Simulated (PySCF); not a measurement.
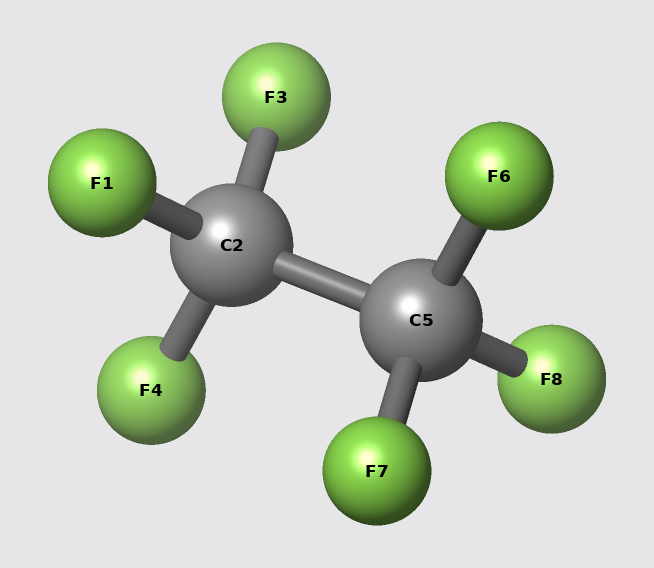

Computed geometry: PBE0-D3(BJ)/def2-TZVP optimisation. No frequency run is at hand to confirm it as a minimum. Method: GIAO ωB97X-D/pcSseg-2 NMR shielding, non-relativistic, gas phase (PySCF 2.14.0), and the same with a continuum solvent (IEF-PCM, Bondi radii x 1.2, gas-phase geometry).

How do dipole (D), HOMO–LUMO gap (eV), σ(F1) (ppm), σ(C2) (ppm) change in chloroform (ε = 4.7)?

```json
{"medium": "gas phase", "dipole (D)": "0.01", "HOMO–LUMO gap (eV)": "17.32", "σ(F1) (ppm)": "275.1", "σ(C2) (ppm)": "57.4"}
{"medium": "chloroform", "dipole (D)": "0.01", "HOMO–LUMO gap (eV)": "17.32", "σ(F1) (ppm)": "275.4", "σ(C2) (ppm)": "57.4"}
```
